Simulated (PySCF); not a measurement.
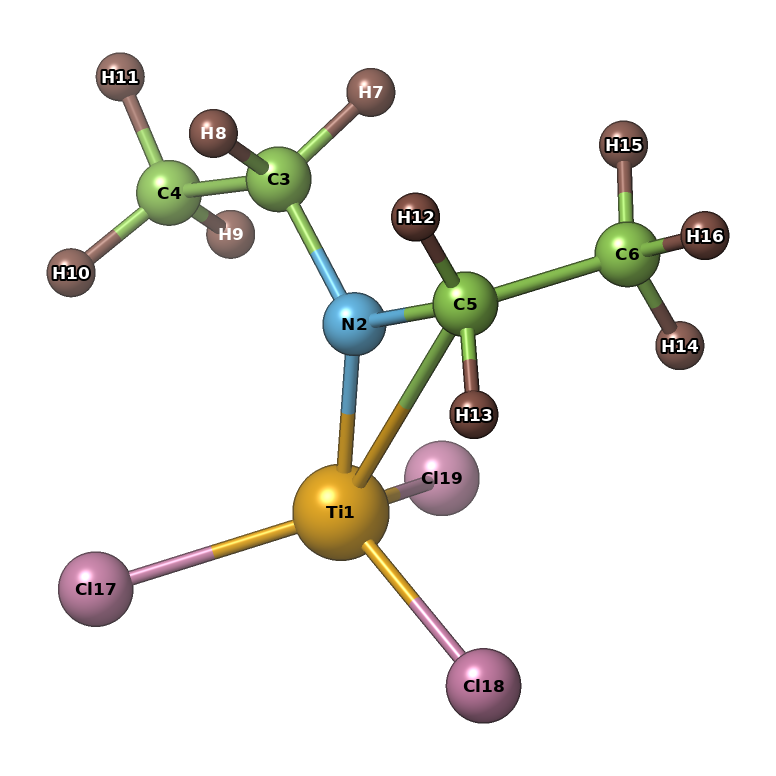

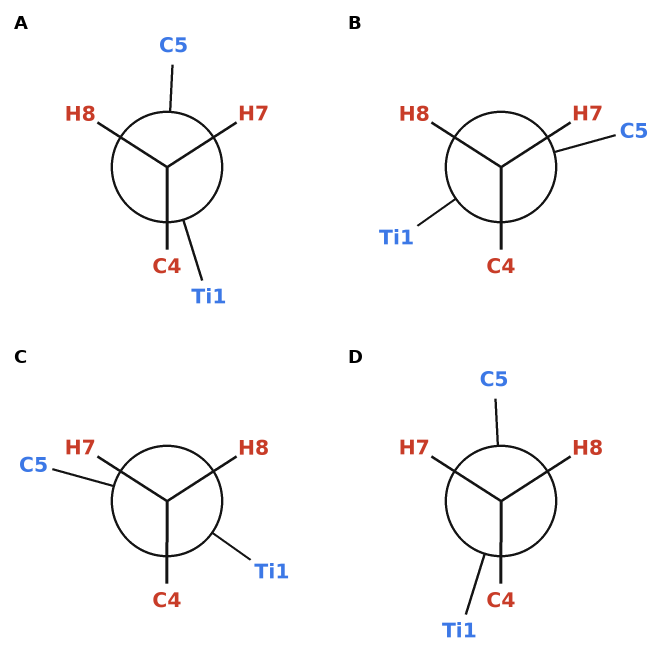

Depth is shown by fading: the farther an atom, the more it takes the colour of the background. Bonds that would overlap in a projection are set slightly apart. The species is neutral and a spin singlet. The computed structure is the end point of a PBE0-D3(BJ)/def2-SVP optimisation. No frequency run is at hand to confirm it as a minimum.

Question: Which Newman projection shows the view along C3–N2, with C3 in front?

Answer: D. The torsion angle C4–C3–N2–Ti1 is 5°, synperiplanar (eclipsed).
